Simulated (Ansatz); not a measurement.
Exact exchange and the electronic atomisation energy of CH6BNO2

The species is CH6BNO2 (11 atoms), meant as a singlet with charge 0. As SMILES, `COB(N)O`. The shape is that of a PBE0-D4/def2-TZVP optimisation. This is one conformer, not always the lowest.

The electronic atomisation energy y, in eV, basis 6-31G(d); a is the functional's share of exact exchange. Programs: Ansatz 0.2.0.

| functional | program | a | y (eV) |
| --- | --- | --- | --- |
| BLYP | Ansatz | 0 | 46.08 |
| r2SCAN | Ansatz | 0 | 46.11 |
| B3LYP | Ansatz | 0.2 | 46.00 |
| r2SCAN0 | Ansatz | 0.25 | 45.23 |
| PBE0 | Ansatz | 0.25 | ? |
| BHLYP | Ansatz | 0.5 | 44.40 |

**Question.** Fit y = c + s·a to the known rows and predict PBE0.

**Answer.** 
1. Means of the 5 rows: a = 0.1900, y = 45.564.
2. Σ(Δa)² = 0.172, Σ(Δa·Δy) = -0.5783, so the slope is -0.5783/0.172 = -3.3622.
3. Intercept: 45.564 − (-3.3622) × 0.1900 = 46.203. The largest residual of the fit is 0.47.
4. PBE0: 46.203 + (-3.3622) × 0.25 = 45.36 eV.

The run gave 46.03 eV, so the prediction is off by -0.67 eV, more than the largest residual.

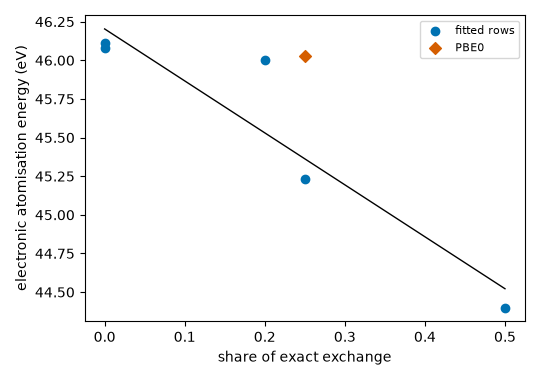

The fitted line, with the withheld row.
